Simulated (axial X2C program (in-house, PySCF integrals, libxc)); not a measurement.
**IrCl⁺: bond curves with and without spin–orbit coupling**

Aim: find the lowest determinant of IrCl⁺, scan the bond at several levels and fit the constants, once spin-free and once with spin–orbit coupling.

Method: all-electron X2C, Ir dyall-cv3z, Cl dyall-av3z; program: an in-house X2C program for linear molecules on PySCF integrals.

All values are calculated.

## 1. Input

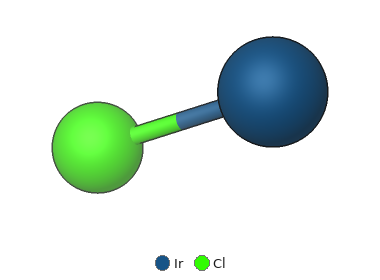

The two atoms at 2.210 Å (iridium blue, chlorine green).

File task.json:

```json
{"zs": [77, 17], "q": 1, "bas": ["dyall-cv3z", "dyall-av3z"], "levels": ["PBE0", "HF", "BLYP"], "cc": true, "r0": 2.21, "thr": -2.0, "nmax": 90, "npts": 10, "nst": 2, "ntry": 6}
```

Keys: zs atomic numbers; q charge; bas basis sets; levels methods (HF also brings MP2); cc coupled cluster on or off; r0 starting distance in Å; thr threshold in hartree for freezing inner shells (an s shell follows its p shell); nmax most natural virtual spinors; npts points asked for on the curve; nst determinants followed; ntry starts of the search.

Run with:

```
$ python so2c.py task.json out
```

Spin-free means the one-electron spin-free X2C Hamiltonian; two-component (2c) means X2C with spin–orbit coupling and atomic mean-field two-electron Coulomb and Gaunt terms. Basis: Ir dyall-cv3z contracted to [13s14p9d6f4g], Cl dyall-av3z contracted to [9s8p3d2f]; Gaussian nuclei, density fitting. Masses: Ir 192.963 u, Cl 34.969 u.

Notation: σ, π±, δ± give the projection m of an orbital's angular momentum (0, ±1, ±2), α and β its spin, Λ and M_S the sums; ω is the projection of a spinor's total angular momentum and Ω the sum. Logs are in hartree.

The results follow Hamiltonian by Hamiltonian and level by level.

## 2. Search for the lowest determinant

PBE0 moves the distance from 2.210 Å to 2.142 Å and compares determinants there.

Spin-free determinants:

```json
{"ΔE (eV)": "0.00", "state": "M_S = 3/2, Λ = 2", "open shells": "beyond closed shells: π+α, π-α, δ+α, δ+β, δ-α"}
{"ΔE (eV)": "0.04", "state": "M_S = 3/2, Λ = 0", "open shells": "beyond closed shells: σα, π+α, π-α"}
{"ΔE (eV)": "0.05", "state": "M_S = 3/2, Λ = 3", "open shells": "beyond closed shells: σα, π+α, π+β, π-α, δ+α, δ+β, δ-α"}
{"ΔE (eV)": "0.15", "state": "M_S = 3/2, Λ = 1", "open shells": "beyond closed shells: σα, π+α, π-α, π-β, δ+α, δ+β, δ-α"}
{"ΔE (eV)": "0.38", "state": "M_S = 1/2, Λ = 0", "open shells": "beyond closed shells: σβ, π+α, π-α"}
{"ΔE (eV)": "0.54", "state": "M_S = 1/2, Λ = 1", "open shells": "beyond closed shells: σα, π+β, π-α, π-β, δ+α, δ+β, δ-α"}
{"ΔE (eV)": "0.76", "state": "M_S = 3/2, Λ = 1", "open shells": "beyond closed shells: π+α, π+β, π-α, δ+α, δ-α"}
```

Two-component determinants:

| ΔE (eV) | state | open shells |
| --- | --- | --- |
| 0.00 | Ω = 9/2 | excess of +ω over −ω: ω = 1/2, ω = 3/2, ω = 5/2 |
| 0.11 | Ω = 7/2 | excess of +ω over −ω: ω = -1/2, ω = 3/2, ω = 5/2 |
| 0.30 | Ω = 3/2 | excess of +ω over −ω: ω = 1/2, ω = -3/2, ω = 5/2 |
| 0.46 | Ω = 5/2 | excess of +ω over −ω: ω = 5/2 |
| 0.47 | Ω = 3/2 | excess of +ω over −ω: ω = 3/2 |
| 0.70 | Ω = 5/2 | excess of +ω over −ω: ω = 5/2 |
| 0.82 | Ω = 1/2 | excess of +ω over −ω: ω = 1/2 |

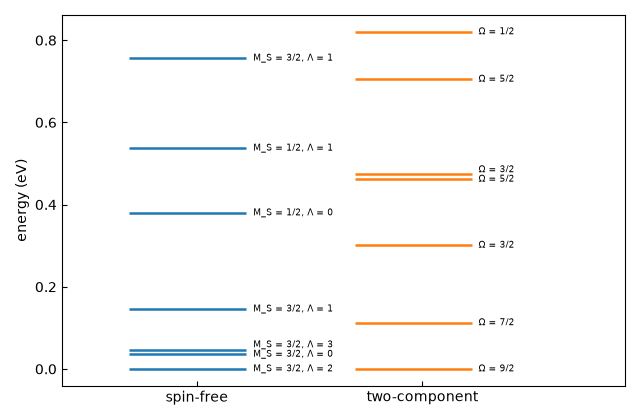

The determinants found, each set from its own lowest.

## 3. PBE0, spin-free

State followed: M_S = 3/2, Λ = 2 (beyond closed shells: π+α, π-α, δ+α, δ+β, δ-α). The scan is laid around 2.147 Å, a first estimate of the minimum, and this SCF restarts from the orbitals of the search.

Output at 2.147 Å:

```text
spin-free X2C-1e  PBE0
basis functions 240  fitting functions 1189  grid points 5082
iter        total energy     max residual
   1     -18290.586099829     6.50e+00
   2     -18290.714661234     2.72e-03
   3     -18290.714645105     1.01e-03
   4     -18290.714672125     6.01e-04
   5     -18290.714691000     4.74e-04
   6     -18290.714693739     4.15e-05
   7     -18290.714693795     6.74e-06
   8     -18290.714693797     1.96e-06
   9     -18290.714693798     1.73e-06
converged
one-electron -25702.75123703  Coulomb 7470.21110069  exact exchange -93.71942990  xc functional -287.08808941  nuclear repulsion 322.63296185
```

Along the bond, energies from the lowest point:

| R (Å) | E (eV) | μ (D) | HOMO (eV) | LUMO (eV) | iterations |
| --- | --- | --- | --- | --- | --- |
| 1.954 | 0.3077 | -0.64 | -14.11 | -11.34 | 13 |
| 2.018 | 0.0814 | -0.82 | -14.15 | -11.33 | 13 |
| 2.083 | 0.0000 | -1.01 | -14.19 | -11.34 | 13 |
| 2.147 | 0.0250 | -1.20 | -14.25 | -11.36 | 9 |
| 2.222 | 0.1503 | -1.42 | -14.32 | -11.39 | 14 |
| 2.297 | 0.3473 | -1.63 | -14.40 | -11.43 | 14 |
| 2.394 | 0.6651 | -1.88 | -14.49 | -11.50 | 15 |

Dipoles are positive if Cl is the positive end and refer to the centre of mass.

Outer orbitals at the reference distance:

| symmetry | occupied | ε (eV) | atomic character |
| --- | --- | --- | --- |
| σα | yes | -30.38 | 75% Cl s, 9% Ir d, 7% Ir p |
| σβ | yes | -29.77 | 74% Cl s, 10% Ir d, 7% Ir p |
| σα | yes | -19.23 | 54% Cl p, 36% Ir d, 5% Cl s |
| σβ | yes | -18.78 | 61% Cl p, 28% Ir d, 5% Cl s |
| π-α | yes | -18.40 | 64% Ir d, 32% Cl p |
| π+α | yes | -18.40 | 64% Ir d, 32% Cl p |
| δ-α | yes | -16.61 | 100% Ir d |
| δ+α | yes | -16.61 | 100% Ir d |
| π+β | yes | -16.49 | 65% Cl p, 28% Ir d, 3% Ir f |
| π-β | yes | -16.47 | 66% Cl p, 26% Ir d, 3% Ir f |
| π-α | yes | -15.50 | 56% Cl p, 34% Ir d, 4% Ir f |
| π+α | yes | -15.50 | 56% Cl p, 34% Ir d, 4% Ir f |
| σα | yes | -15.19 | 46% Ir d, 28% Ir s, 22% Cl p |
| δ+β | yes | -14.94 | 99% Ir d |
| σβ | yes | -14.25 | 54% Ir d, 23% Ir s, 19% Cl p |
| δ-β | no | -11.36 | 99% Ir d |
| π+β | no | -11.25 | 69% Ir d, 22% Cl p, 3% Cl d |
| π-β | no | -11.12 | 71% Ir d, 20% Cl p, 3% Cl d |
| σα | no | -10.28 | 38% Ir s, 30% Ir p, 16% Cl p |

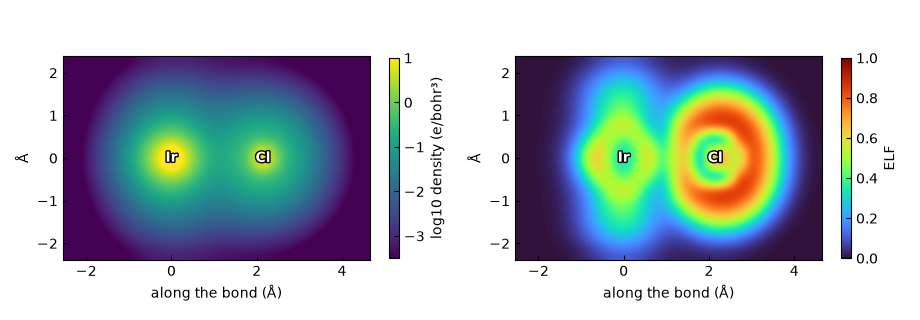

PBE0 fields in a plane through the axis, from a grid of 0.3 Å; Ir lies at z = 0 and Cl at z = 2.147 Å; the ELF is damped to zero where the density is low.

Re = 2.097 Å, ωe = 467 cm⁻¹, ωexe = 1.25 cm⁻¹, Be = 0.1295 cm⁻¹, De = 3.28 eV, μ = -1.05 D.

## 4. HF, spin-free

The SCF at the reference distance of 2.147 Å:

```text
spin-free X2C-1e  HF
basis functions 240  fitting functions 1189  grid points 5082
iter        total energy     max residual
   1     -18284.784894089     1.21e+00
   2     -18284.838527801     1.66e-02
   3     -18284.843419232     1.34e-02
   4     -18284.844785403     3.17e-03
   5     -18284.845635163     1.42e-03
   6     -18284.846057510     1.06e-03
   7     -18284.846187882     6.23e-04
   8     -18284.846261246     2.87e-04
   9     -18284.846273299     1.68e-04
  10     -18284.846278583     1.33e-04
  11     -18284.846281746     6.27e-05
  12     -18284.846282856     4.44e-05
  13     -18284.846283103     2.80e-05
  14     -18284.846283188     1.23e-05
  15     -18284.846283210     2.68e-06
  16     -18284.846283211     7.82e-07
converged
one-electron -25702.79802115  Coulomb 7470.47630824  exact exchange -375.15753215  xc functional 0.00000000  nuclear repulsion 322.63296185
```

Re = 2.188 Å, ωe = 400 cm⁻¹, Be = 0.1189 cm⁻¹, De = 0.874 eV, μ = -3.71 D.

## 5. BLYP, spin-free

The SCF at the reference distance of 2.147 Å:

```text
spin-free X2C-1e  BLYP
basis functions 240  fitting functions 1189  grid points 5082
iter        total energy     max residual
   1     -18292.125510535     3.74e-01
   2     -18292.129542965     1.42e-02
   3     -18292.056570427     3.59e-02
   4     -18292.125347936     2.00e-02
   5     -18292.137386294     1.85e-03
   6     -18292.137481911     9.40e-04
   7     -18292.137511941     4.34e-04
   8     -18292.137520881     6.18e-05
   9     -18292.137521033     1.17e-05
  10     -18292.137521040     2.18e-06
  11     -18292.137521040     3.53e-07
converged
one-electron -25701.08740005  Coulomb 7468.47696052  exact exchange 0.00000000  xc functional -382.16004336  nuclear repulsion 322.63296185
```

Re = 2.132 Å, ωe = 434 cm⁻¹, ωexe = 1.37 cm⁻¹, Be = 0.1253 cm⁻¹, De = 3.73 eV, μ = -0.21 D.

## 6. MP2, spin-free

Correlated methods: 15 electrons correlated (frozen shells, counted by type: Ir 5 s, 4 p, 2 d, 1 f; Cl 2 s, 1 p), 293 virtual spinors in MP2.

Output of the correlated part at 2.147 Å:

```text
correlated 15  virtual 293  natural virtual 90  E(MP2) -0.416341593  MP2 remainder -0.035882497
iter   CCSD correlation   residual
   1     -0.382962863   1.47e-01
   2     -0.392109424   7.47e-02
   3     -0.397129085   3.77e-02
   4     -0.397820054   1.78e-02
   5     -0.398266260   8.56e-03
   6     -0.398388234   3.29e-03
   7     -0.398401779   1.31e-03
   8     -0.398423381   6.45e-04
   9     -0.398410599   3.54e-04
  10     -0.398414936   1.59e-04
  11     -0.398412431   7.58e-05
  12     -0.398413709   3.95e-05
  13     -0.398413651   2.02e-05
  14     -0.398413503   1.01e-05
  15     -0.398413385   4.86e-06
  16     -0.398413306   2.46e-06
  17     -0.398413260   1.29e-06
  18     -0.398413247   7.02e-07
(T) -0.018363398  T1 0.0514  D1 0.1388  max T2 0.055
```

T1 in the output is the amplitude norm over the root of the electron number; divide by √2 for the Lee–Taylor value.

Coupled cluster ran at too few distances for a curve.

MP2: Re = 2.082 Å, ωe = 476 cm⁻¹, Be = 0.1314 cm⁻¹, De = 2.94 eV.

## 7. A higher determinant, spin-free

State: M_S = 3/2, Λ = 0 (beyond closed shells: σα, π+α, π-α).

Output at the reference distance:

```text
spin-free X2C-1e  PBE0
basis functions 240  fitting functions 1189  grid points 5082
iter        total energy     max residual
   1     -18290.590476213     6.45e+00
   2     -18290.713317512     2.70e-03
   3     -18290.713291431     1.12e-03
   4     -18290.713324435     6.75e-04
   5     -18290.713348987     4.25e-04
   6     -18290.713350213     4.10e-05
   7     -18290.713350264     6.61e-06
   8     -18290.713350266     2.27e-06
   9     -18290.713350267     7.80e-07
converged
one-electron -25705.28573072  Coulomb 7472.79680000  exact exchange -93.72888885  xc functional -287.12849255  nuclear repulsion 322.63296185
```

| R (Å) | E above the lowest PBE0 point (eV) |
| --- | --- |
| 1.954 | 0.300 |
| 2.018 | 0.089 |
| 2.083 | 0.022 |
| 2.147 | 0.062 |
| 2.222 | 0.203 |
| 2.297 | 0.417 |
| 2.394 | 0.757 |

Re = 2.088 Å, ωe = 476 cm⁻¹, ωexe = 1.2 cm⁻¹, Be = 0.1306 cm⁻¹, μ = -1.03 D. Te = 0.02 eV.

## 8. The spin-free curves together

Energy (eV) of the followed determinant, spin-free, from each level's lowest point:

| R (Å) | PBE0 | HF | MP2 | BLYP |
| --- | --- | --- | --- | --- |
| 1.954 | 0.308 | 0.688 | 0.250 | 0.440 |
| 2.018 | 0.081 | 0.320 | 0.055 | 0.158 |
| 2.083 | 0.000 | 0.105 | 0.000 | 0.024 |
| 2.147 | 0.025 | 0.006 | 0.047 | 0.000 |
| 2.222 | 0.150 | 0.000 | 0.195 | 0.070 |
| 2.297 | 0.347 | 0.077 | 0.415 | 0.214 |
| 2.394 | 0.665 | 0.250 | 0.783 | 0.466 |

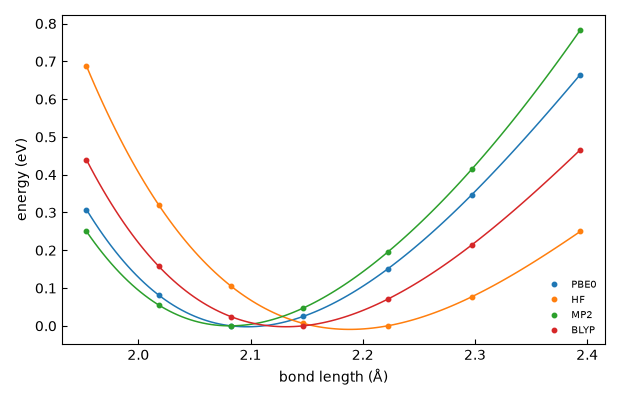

Curves of the followed state, spin-free, each from its own lowest point.

## 9. PBE0, 2c

State followed: Ω = 9/2 (excess of +ω over −ω: ω = 1/2, ω = 3/2, ω = 5/2). The scan is laid around 2.147 Å, a first estimate of the minimum, and this SCF restarts from the orbitals of the search.

The SCF at the reference distance of 2.147 Å:

```text
two-component X2C + atomic mean field  PBE0
basis functions 240  fitting functions 1189  grid points 5082
iter        total energy     max residual
   1     -18291.222679202     6.62e+00
   2     -18291.350410501     2.74e-03
   3     -18291.350404252     9.53e-04
   4     -18291.350431674     4.23e-04
   5     -18291.350437571     4.46e-04
   6     -18291.350441644     3.76e-05
   7     -18291.350441687     5.22e-06
   8     -18291.350441688     1.72e-06
converged
one-electron -25685.67780880  Coulomb 7468.70875398  exact exchange -93.70798629  xc functional -287.09870088  nuclear repulsion 322.63296185  atomic mean-field constant -16.20766154
```

Along the bond, energies from the lowest point:

| R (Å) | E (eV) | μ (D) | HOMO (eV) | LUMO (eV) | iterations |
| --- | --- | --- | --- | --- | --- |
| 1.954 | 0.5332 | -1.10 | -13.76 | -11.12 | 14 |
| 2.018 | 0.2032 | -1.26 | -13.86 | -11.10 | 13 |
| 2.083 | 0.0392 | -1.42 | -13.96 | -11.09 | 13 |
| 2.147 | 0.0000 | -1.57 | -14.04 | -11.09 | 8 |
| 2.222 | 0.0699 | -1.74 | -14.13 | -11.18 | 14 |
| 2.297 | 0.2283 | -1.91 | -14.19 | -11.28 | 14 |
| 2.394 | 0.5151 | -2.10 | -14.25 | -11.39 | 15 |

Dipoles are positive if Cl is the positive end and refer to the centre of mass.

Outer spinors at the reference distance:

```tsv
ω	occupied	ε (eV)	atomic character	λ mixture
1/2	yes	-29.78	74% Cl s, 10% Ir d, 7% Ir p	100% σ
-1/2	yes	-29.41	74% Cl s, 10% Ir d, 7% Ir p	100% σ
1/2	yes	-18.96	47% Cl p, 43% Ir d, 5% Cl s	97% σ, 3% π
-1/2	yes	-18.45	46% Cl p, 45% Ir d, 4% Cl s	65% σ, 35% π
-1/2	yes	-17.78	48% Cl p, 44% Ir d, 3% Ir s	64% π, 36% σ
3/2	yes	-17.74	63% Ir d, 33% Cl p	97% π, 3% δ
-3/2	yes	-17.30	96% Ir d, 3% Cl p	90% δ, 10% π
1/2	yes	-17.12	49% Ir d, 45% Cl p	95% π, 5% σ
5/2	yes	-16.18	99% Ir d	100% δ
-3/2	yes	-16.05	59% Cl p, 34% Ir d, 3% Ir f	92% π, 8% δ
1/2	yes	-15.53	36% Ir d, 30% Ir s, 29% Cl p	93% σ, 7% π
3/2	yes	-15.41	81% Ir d, 16% Cl p	79% δ, 21% π
-1/2	yes	-15.03	59% Cl p, 30% Ir d, 4% Ir p	95% π, 5% σ
3/2	yes	-14.51	53% Ir d, 38% Cl p, 3% Ir f	81% π, 19% δ
1/2	yes	-14.04	47% Ir d, 40% Cl p, 3% Ir p	94% π, 6% σ
-1/2	no	-11.09	54% Ir d, 29% Ir s, 12% Cl p	95% σ, 5% π
-3/2	no	-11.07	66% Ir d, 25% Cl p, 3% Cl d	98% π, 2% δ
-5/2	no	-10.68	99% Ir d	100% δ
1/2	no	-10.00	33% Ir s, 30% Ir p, 17% Cl p	98% σ, 2% π
```

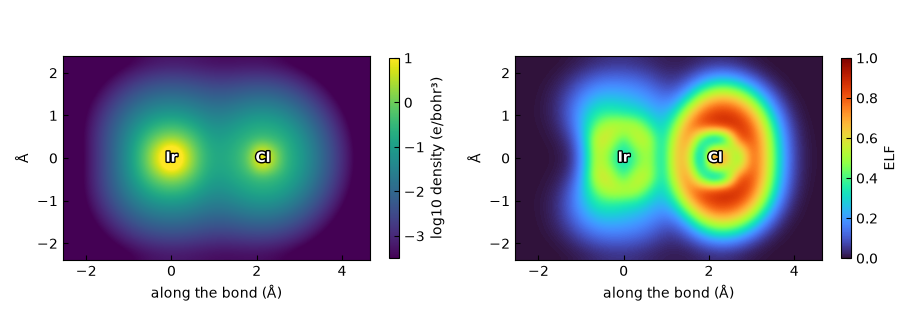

PBE0 fields in a plane through the axis, from a grid of 0.3 Å; Ir lies at z = 0 and Cl at z = 2.147 Å; the ELF is damped to zero where the density is low.

Re = 2.139 Å, ωe = 461 cm⁻¹, ωexe = 1.25 cm⁻¹, Be = 0.1245 cm⁻¹, De = 3.35 eV, μ = -1.55 D.

## 10. HF, 2c

The SCF at the reference distance of 2.147 Å:

```text
two-component X2C + atomic mean field  HF
basis functions 240  fitting functions 1189  grid points 5082
iter        total energy     max residual
   1     -18285.375699685     1.20e+00
   2     -18285.425856950     1.68e-02
   3     -18285.429903398     1.49e-02
   4     -18285.431181646     4.04e-03
   5     -18285.432144004     2.20e-03
   6     -18285.432751231     1.77e-03
   7     -18285.433026777     9.84e-04
   8     -18285.433135912     2.74e-04
   9     -18285.433152755     1.65e-04
  10     -18285.433160531     1.03e-04
  11     -18285.433164870     5.97e-05
  12     -18285.433166860     2.85e-05
  13     -18285.433167344     1.51e-05
  14     -18285.433167449     1.16e-05
  15     -18285.433167511     6.78e-06
  16     -18285.433167533     5.26e-06
  17     -18285.433167541     3.85e-06
  18     -18285.433167545     2.44e-06
  19     -18285.433167547     1.12e-06
converged
one-electron -25685.99334586  Coulomb 7469.22630341  exact exchange -375.09142540  xc functional 0.00000000  nuclear repulsion 322.63296185  atomic mean-field constant -16.20766154
```

Re = 2.208 Å, ωe = 418 cm⁻¹, Be = 0.1168 cm⁻¹, De = 1.26 eV, μ = -3.88 D.

## 11. BLYP, 2c

Output at 2.147 Å:

```text
two-component X2C + atomic mean field  BLYP
basis functions 240  fitting functions 1189  grid points 5082
iter        total energy     max residual
   1     -18292.780205035     3.72e-01
   2     -18292.787063482     1.45e-02
   3     -18292.757452578     2.62e-02
   4     -18292.780071463     1.68e-02
   5     -18292.791384859     2.58e-03
   6     -18292.791603459     8.69e-04
   7     -18292.791632451     8.43e-05
   8     -18292.791632804     2.63e-05
   9     -18292.791632824     5.06e-06
  10     -18292.791632824     1.91e-06
converged
one-electron -25683.82703420  Coulomb 7466.78759238  exact exchange 0.00000000  xc functional -382.17749132  nuclear repulsion 322.63296185  atomic mean-field constant -16.20766154
```

Re = 2.178 Å, ωe = 421 cm⁻¹, ωexe = 1.4 cm⁻¹, Be = 0.12 cm⁻¹, De = 3.62 eV, μ = -0.79 D.

## 12. MP2, 2c

Correlated methods: 15 electrons correlated (frozen shells, counted by type: Ir 5 s, 4 p, 2 d, 1 f; Cl 2 s, 1 p), 291 virtual spinors in MP2.

MP2: Re = 2.128 Å, ωe = 464 cm⁻¹, Be = 0.1257 cm⁻¹, De = 2.96 eV.

## 13. A higher determinant, 2c

State: Ω = 7/2 (excess of +ω over −ω: ω = -1/2, ω = 3/2, ω = 5/2).

Output at the reference distance:

```text
two-component X2C + atomic mean field  PBE0
basis functions 240  fitting functions 1189  grid points 5082
iter        total energy     max residual
   1     -18291.215216323     6.53e+00
   2     -18291.346152608     2.73e-03
   3     -18291.346140979     9.33e-04
   4     -18291.346168501     5.02e-04
   5     -18291.346179960     4.78e-04
   6     -18291.346184485     4.20e-05
   7     -18291.346184543     5.64e-06
   8     -18291.346184546     2.22e-06
   9     -18291.346184547     1.86e-06
converged
one-electron -25684.75232301  Coulomb 7467.74852465  exact exchange -93.69571261  xc functional -287.07197388  nuclear repulsion 322.63296185  atomic mean-field constant -16.20766154
```

| R (Å) | E above the lowest PBE0 point (eV) |
| --- | --- |
| 1.954 | 0.441 |
| 2.018 | 0.199 |
| 2.083 | 0.103 |
| 2.147 | 0.116 |
| 2.222 | 0.229 |
| 2.297 | 0.418 |
| 2.394 | 0.728 |

Re = 2.105 Å, ωe = 462 cm⁻¹, ωexe = 1.21 cm⁻¹, Be = 0.1285 cm⁻¹, μ = -1.20 D. Te = 0.10 eV.

## 14. The 2c curves together

Energy (eV) of the followed determinant, 2c, from each level's lowest point:

| R (Å) | PBE0 | HF | MP2 | BLYP |
| --- | --- | --- | --- | --- |
| 1.954 | 0.533 | 0.915 | 0.473 | 0.693 |
| 2.018 | 0.203 | 0.459 | 0.167 | 0.310 |
| 2.083 | 0.039 | 0.180 | 0.023 | 0.093 |
| 2.147 | 0.000 | 0.037 | 0.000 | 0.000 |
| 2.222 | 0.070 | 0.000 | 0.086 | 0.007 |
| 2.297 | 0.228 | 0.064 | 0.258 | 0.104 |
| 2.394 | 0.515 | 0.243 | 0.574 | 0.312 |

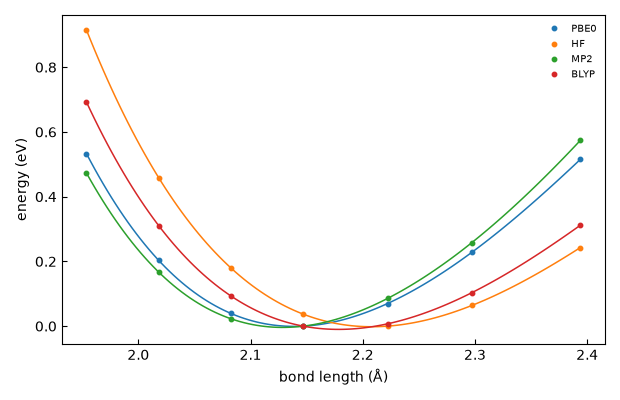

Curves of the followed state, 2c, each from its own lowest point.

Time for the job: 3.6 min (1 thread, shared host).

## 15. Constants

Lowest determinant that the search found at its distance, spin-free: M_S = 3/2, Λ = 2 (beyond closed shells: π+α, π-α, δ+α, δ+β, δ-α).

Lowest determinant that the search found at its distance, 2c: Ω = 9/2 (excess of +ω over −ω: ω = 1/2, ω = 3/2, ω = 5/2).

```json
{"Hamiltonian": "spin-free", "level": "PBE0", "Re (Å)": "2.097", "ωe (cm⁻¹)": "467", "De (eV)": "3.28", "μ (D)": "-1.05"}
{"Hamiltonian": "spin-free", "level": "HF", "Re (Å)": "2.188", "ωe (cm⁻¹)": "400", "De (eV)": "0.874", "μ (D)": "-3.71"}
{"Hamiltonian": "spin-free", "level": "MP2", "Re (Å)": "2.082", "ωe (cm⁻¹)": "476", "De (eV)": "2.94", "μ (D)": "n/a"}
{"Hamiltonian": "spin-free", "level": "BLYP", "Re (Å)": "2.132", "ωe (cm⁻¹)": "434", "De (eV)": "3.73", "μ (D)": "-0.21"}
{"Hamiltonian": "2c", "level": "PBE0", "Re (Å)": "2.139", "ωe (cm⁻¹)": "461", "De (eV)": "3.35", "μ (D)": "-1.55"}
{"Hamiltonian": "2c", "level": "HF", "Re (Å)": "2.208", "ωe (cm⁻¹)": "418", "De (eV)": "1.26", "μ (D)": "-3.88"}
{"Hamiltonian": "2c", "level": "MP2", "Re (Å)": "2.128", "ωe (cm⁻¹)": "464", "De (eV)": "2.96", "μ (D)": "n/a"}
{"Hamiltonian": "2c", "level": "BLYP", "Re (Å)": "2.178", "ωe (cm⁻¹)": "421", "De (eV)": "3.62", "μ (D)": "-0.79"}
```

Dipoles are positive if Cl is the positive end and refer to the centre of mass.

Time per point (s) on 1 thread, shared host (2c runs); the times are rough: PBE0 1.4, HF 1.5, MP2 1.7, BLYP 0.45.

**Reading.** At MP2, going from spin-free to two-component changes Re by +47 mÅ, ωe by -2.4 %; the two runs may stand on different determinants, so this isn't spin–orbit coupling alone. It costs about 1.9 times the time. De moves by +0.02 eV; both De rest on single-determinant atoms, which can miss part of an open shell's spin–orbit lowering.

De refers to Ir+ + Cl, each in the lowest determinant found, which need not be this curve's own limit. Each curve is one determinant whose occupation by symmetry is held fixed; it was picked as the lowest of a PBE0 search that is not exhaustive. Dissociation energies refer to the lowest single-determinant-based atoms at the same level and basis. Density functionals use the spin component along the axis (collinear). With several unpaired electrons one determinant need not be a pure state. At some level an empty orbital lies below a filled one. The spin-free determinant is spin-contaminated at some levels, which hurts MP2 most.
